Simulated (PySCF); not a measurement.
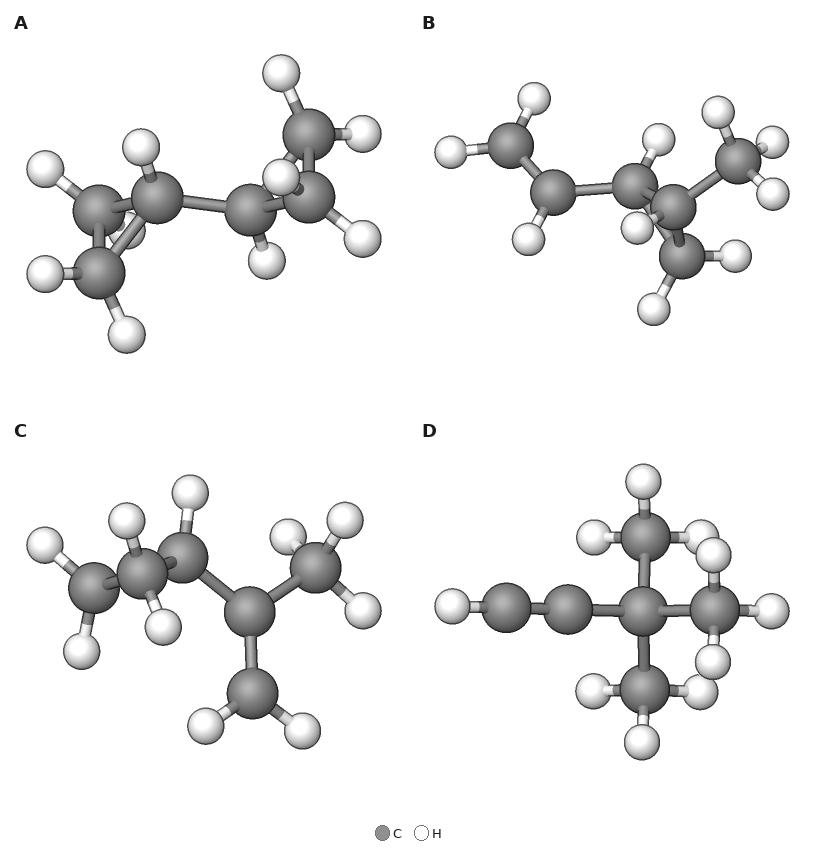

The picture comes from a calculation with PySCF.

**Match each picture to its SMILES.**
(1) C=C(C)C1CC1
(2) C1CC1C1CC1
(3) C#CC(C)(C)C
(4) C=C[C@@H]1C[C@H]1C

A is (2), B is (4), C is (1), D is (3).
